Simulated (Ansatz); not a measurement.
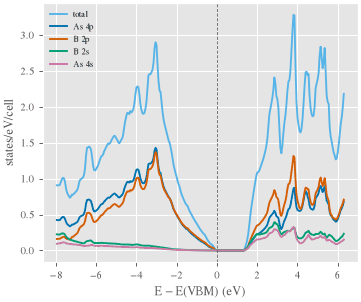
*Total and projected density of states of BAs (wurtzite, P6_3mc), plane-wave PAW r²SCAN (Ansatz code)*

**Question.** Which orbitals carry the states next to the gap?

**Answer.** Top 1 eV of the valence band: B 2p 52 %, As 4p 46 %. Bottom 1 eV of the conduction band: B 2p 32 %, As 4p 21 %, B 2s 21 %, As 4s 14 %, outside the projected shells 12 %. Projections are on Löwdin-orthogonalised atomic valence shells; empty p or d shells of many metals are not among them.

**Question.** Where is the tallest occupied peak in this window, and what makes it?

**Answer.** Near -3.0 eV, about 2.9 states/eV per cell; the largest projected share is As 4p.

A made-up cell: these elements were put on the sites of a structure type; the Crystallography Open Database copy checked does not list it. It is not the phase usual at ambient conditions (space group No. 216). Symmetry was held in the r²SCAN relaxation; whether a distortion lowers the energy is not shown. Spin–orbit coupling is left out wherever it is not named.

Potentials: the later of the program's two PAW sets.
